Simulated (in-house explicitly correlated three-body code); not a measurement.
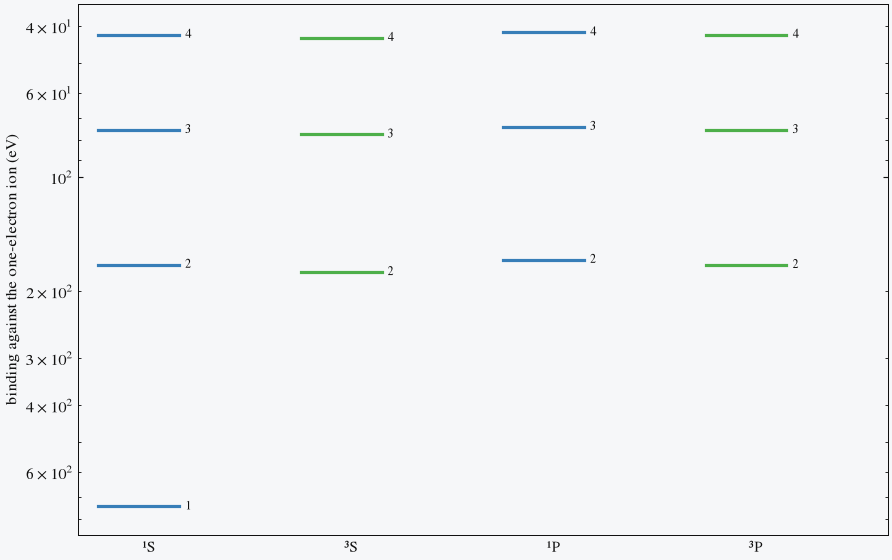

Two electrons around a point charge Z = 8, on a centre of mass 100000 electron masses. Computed variationally in 260 exponentially correlated functions with an in-house code, non-relativistic, converged to about 10⁻⁸ of the energy. The plot shows the bound S and P states that converged, by term and principal number n, on a logarithmic scale of binding.

Q: Describe the level scheme.

A: The ground state is bound by 739.0 eV. The n = 2 states drawn run, from the deepest, 2 ³S (178.1 eV), 2 ³P (170.6 eV), 2 ¹S (170.3 eV), 2 ¹P (165.3 eV). Exchange puts 2 ³S below 2 ¹S by 7.78 eV and 2 ³P below 2 ¹P by 5.30 eV.
